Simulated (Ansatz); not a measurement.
Consider ZrVSe₂.

```yaml
crystal:
  lattice:
    - [4.43446, 0.00000, 0.00000]
    - [-2.21723, 3.84036, 0.00000]
    - [0.00000, 0.00000, 8.98030]
  atoms:
    - { symbol: Zr, position: [0.00000, 0.00000, 0.00000] }
    - { symbol: V, position: [0.66667, 0.33333, 0.00000] }
    - { symbol: Se, position: [0.66667, 0.33333, 0.24828] }
    - { symbol: Se, position: [0.66667, 0.33333, 0.75172] }
```

Space group P-6m2; a structure generated by program, which may or may not match a known phase; spin-polarised.

Method: DFT PBE, scalar-relativistic, plane waves, PAW (Ansatz 0.2.0).

What can the converged valence pseudo-density, electron localisation function and spin density tell about the bonding?

V–Se (2.23 Å): ρ at the midpoint is about 0.72 e/Å³; the ELF is about 0.45 at the midpoint.
Zr–V (2.56 Å): ρ is about 0.43 e/Å³ halfway; the ELF is about 0.35 at the midpoint.
Zr–Se (3.39 Å): ρ is about 0.18 e/Å³ halfway; the ELF is about 0.50 at the midpoint.
The spin density sits on V: +0.5 μB in one cell of 4 atoms, with smaller moments on other sites: Zr (up to +0.10 μB): parallel main moments, as they must be, since the calculation's own cell holds one magnetic site. The cell of the calculation (4 atoms) carries 0.7 μB of net spin moment.

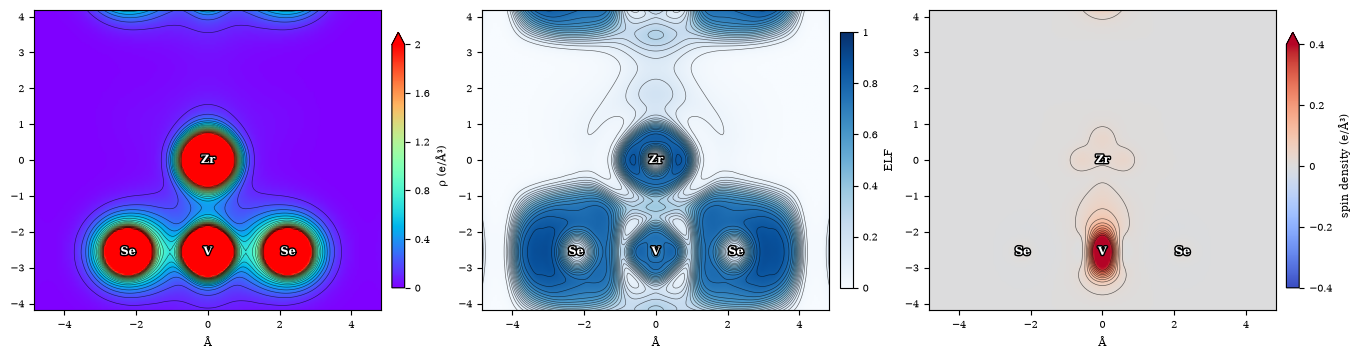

Computed valence pseudo-density, electron localisation function and spin density on the (110) plane of the conventional cell, in this order. 

In a PAW calculation such maps are meaningful between the atoms, not at the nuclei.
